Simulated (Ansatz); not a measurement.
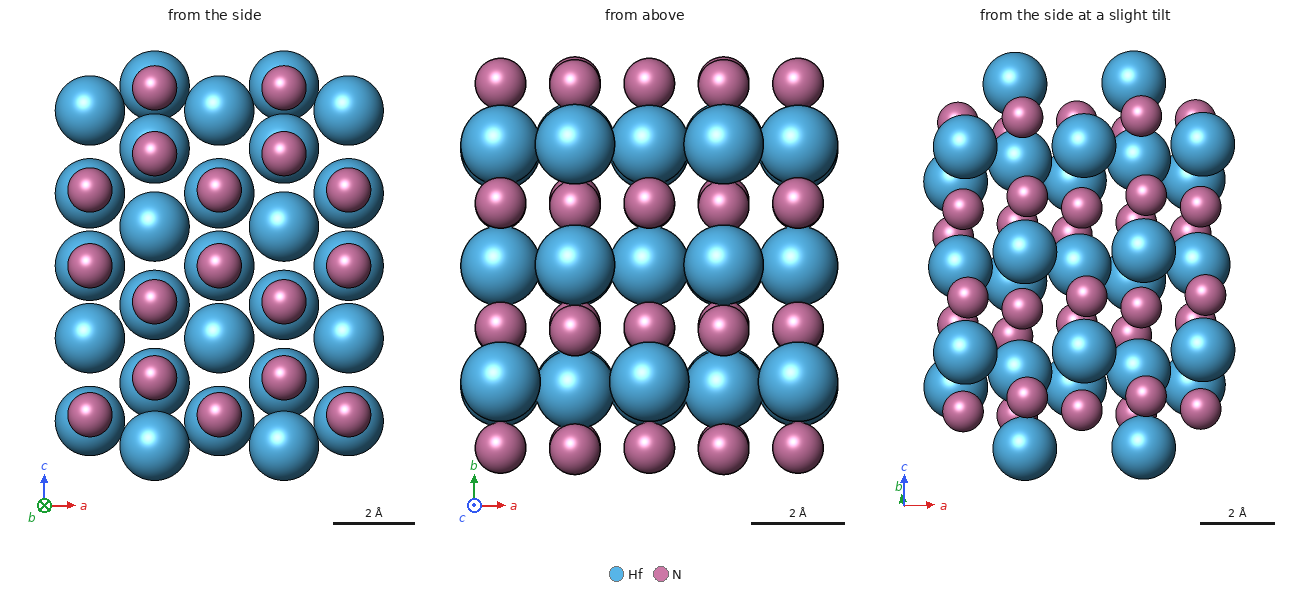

A spheres-only picture of a periodic slab, seen from the side, from above and from the side at a slight tilt. The surface normal points up in side views; the vacuum is left out. 2×1 cells are drawn in the plane, with atoms at the edges repeated.

The cell holds 11 Hf, 11 N. The slab was cut from bulk HfN (Fm-3m).

**Name the terminations.**

The top face ends in Hf and N, the bottom face in Hf and N. The two faces are alike.

**What is the slab's thickness, atom centre to atom centre?**

About 9 Å from the lowest to the highest atom.

**What layers make up the slab, from top to bottom?**

Eleven planes: HfN / HfN / HfN / HfN / HfN / HfN / HfN / HfN / HfN / HfN / HfN.

**Give the Miller indices of the face.**

(2 1 1).

Electronic-structure method: Ansatz 0.2.0, DFT PBE, scalar-relativistic, plane waves, PAW. Parameters: an energy cutoff of 420 eV, Brillouin-zone sampling on an 11×5×1 mesh, Gaussian smearing of 0.1 eV, no spin polarisation.

**Work functions?**

3.93 eV on both faces.

It goes back to a structure type filled with these elements by a generator (whether the compound takes this form wasn't checked); a slab was cut from it. The atoms were relaxed in a fixed cell with DFT PBE, scalar-relativistic, plane waves, PAW (Ansatz).
